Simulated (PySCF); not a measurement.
Input file:

```
{"job": {"kind": "uv", "xc": "PBE0", "basis": "def2-SVPD", "nstates": 6, "ntriplets": 2}, "charge": -1, "multiplicity": 1}
N     -2.222242    -0.834588    -0.053184
C     -1.203158    -0.268811    -0.051804
C      0.000762     0.374493    -0.047839
F     -0.000805     1.783159    -0.205137
C      1.204776    -0.250687     0.103271
N      2.223790    -0.801576     0.233118
```

Command:

```sh
OMP_NUM_THREADS=1 python probes_run.py task.json out
```

Geometry: GFN2-xTB.

All numbers below come from PySCF, PBE0/def2-SVPD, SCF density, gas phase.

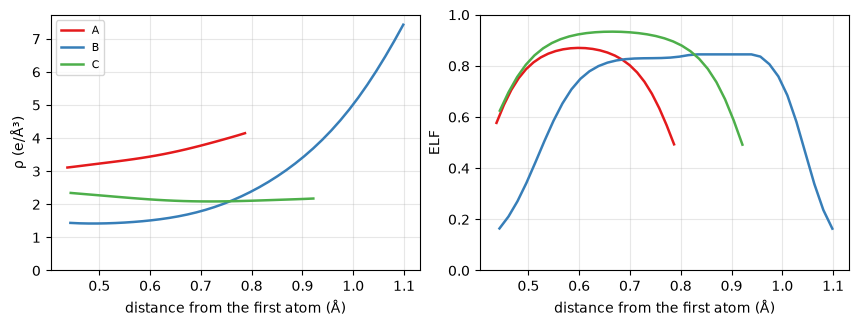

C3FN2 (SMILES N#C[C-](F)C#N) (charge −1). Total electron density and ELF along straight lines between neighbouring atoms. The curves leave out the atomic cores.

Which curve belongs to which contact (C–C, C–F and C–N)? The first atom named is at distance zero.

Answer. Curve A: C–N (1.17 Å): ρ is about 3.4 e/Å³ halfway; the ELF peaks at about 0.85 between the atoms (a short, multiple covalent bond). Curve B: C–F (1.42 Å): ρ at the midpoint is about 1.8 e/Å³, with its minimum of 1.4 e/Å³ about 0.5 Å from C; the ELF peaks at about 0.85 between the atoms, as expected for a polar covalent bond. Curve C: C–C (1.37 Å): ρ is about 2.1 e/Å³ halfway; the ELF peaks at about 0.95 between the atoms: localised, covalent bonding.
